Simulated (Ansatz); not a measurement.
# Strength of the Sb–H bond: SbH(CH3)2 → Sb(CH3)2 + H

Species: SbH(CH3)2, singlet; Sb(CH3)2, doublet; H atom, doublet. 

Shapes, held fixed at every level: PBE0-D4/def2-TZVP. Programs: Ansatz 0.2.0. The zero-point and thermal change to 298 K, harmonic and unscaled (PBE0-D4/def2-TZVP), is -15.1 kJ/mol.

```json
{"level": "HF/def2-TZVPP", "kind": "Hartree–Fock", "ΔH(298 K) (kJ/mol)": "+190.3", "less CCSD(T)/def2-TZVPP": "-88.6", "CPU time (sum over the molecules)": "–"}
{"level": "PBE-D4/def2-TZVPP", "kind": "GGA", "ΔH(298 K) (kJ/mol)": "+270.4", "less CCSD(T)/def2-TZVPP": "-8.5", "CPU time (sum over the molecules)": "14 s"}
{"level": "r2SCAN-D4/def2-TZVPP", "kind": "meta-GGA", "ΔH(298 K) (kJ/mol)": "+271.0", "less CCSD(T)/def2-TZVPP": "-7.9", "CPU time (sum over the molecules)": "26 s"}
{"level": "r2SCAN0-D4/def2-TZVPP", "kind": "global hybrid", "ΔH(298 K) (kJ/mol)": "+268.5", "less CCSD(T)/def2-TZVPP": "-10.4", "CPU time (sum over the molecules)": "33 s"}
{"level": "wB97M-V/def2-TZVPP", "kind": "range-separated hybrid", "ΔH(298 K) (kJ/mol)": "+277.0", "less CCSD(T)/def2-TZVPP": "-1.9", "CPU time (sum over the molecules)": "67 s"}
{"level": "B2PLYP/def2-TZVPP", "kind": "double hybrid", "ΔH(298 K) (kJ/mol)": "+274.1", "less CCSD(T)/def2-TZVPP": "-4.8", "CPU time (sum over the molecules)": "29 s"}
{"level": "CCSD(T)/def2-SVP", "kind": "coupled cluster or CI", "ΔH(298 K) (kJ/mol)": "+262.3", "less CCSD(T)/def2-TZVPP": "-16.6", "CPU time (sum over the molecules)": "46 s"}
{"level": "CCSD(T)/def2-TZVPP", "kind": "coupled cluster or CI", "ΔH(298 K) (kJ/mol)": "+278.9", "less CCSD(T)/def2-TZVPP": "0.0", "CPU time (sum over the molecules)": "17 min"}
```

The highest level, CCSD(T)/def2-TZVPP, gives ΔH(298 K) = +278.9 kJ/mol; the levels span +190.3 to +278.9. The column of differences is taken from that level and isn't an error. Hartree–Fock misses the correlation of the pair that is broken and comes out low. No measured value is set beside it here. Open shells run unrestricted unless RO is named. For atoms past krypton def2 sets carry core potentials with scalar relativity. Correlated rows may include outer-core shells of Sb, which these sets cover unevenly. Times are processor times on shared x86 and Arm servers, and rough.

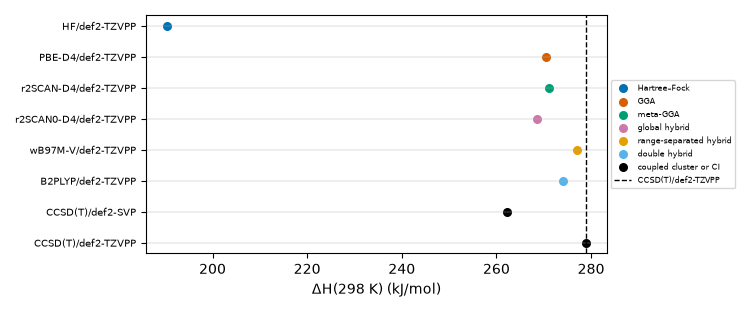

The values of the table, level by level.
